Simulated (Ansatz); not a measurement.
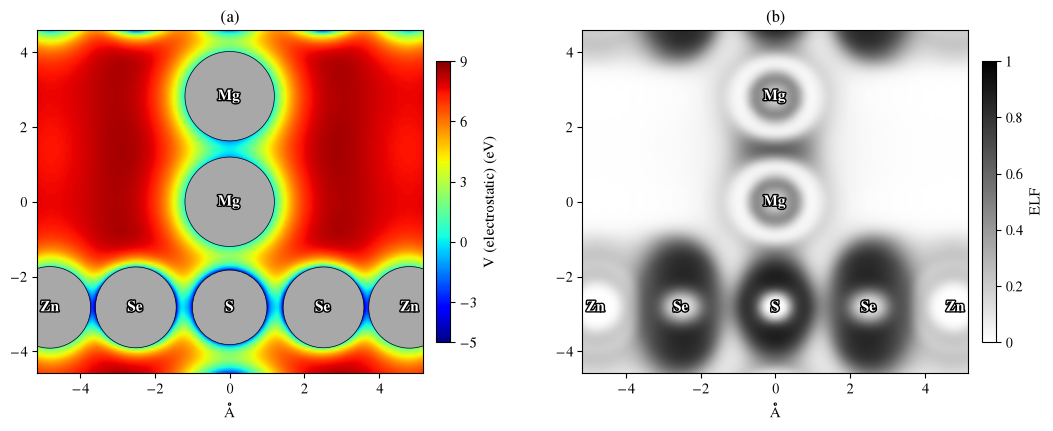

*Mg$_{2}$ZnSe$_{2}$S. (a) electrostatic potential energy of an electron; (b) electron localisation function on the (110) plane of the conventional cell. Grey discs cover the atomic cores in the potential map.*

Space group P6/mmm; a structure generated by program, which may or may not match a known phase.

Level of theory: DFT PBE, scalar-relativistic, plane waves, PAW in Ansatz.

> What do the fields say about this system?

The plane passes through Mg, Zn, Se and S nuclei. Zn–Se (2.30 Å): the ELF is about 0.50 at the midpoint. Se–S (2.51 Å): the ELF peaks at about 0.80 in the valence shell of S, 0.8 Å from its nucleus, and drops to about 0.45 between the two atoms. Mg–S (2.82 Å): the ELF peaks at about 0.90 in the valence shell of S, 0.8 Å from its nucleus, and is about 0.55 at the midpoint. The ELF also peaks beside Se, away from the bonds: lone-pair regions. Outside the cores the potential energy rises away from the atoms and is highest about 2.5 Å from the nearest atoms; its zero is arbitrary.
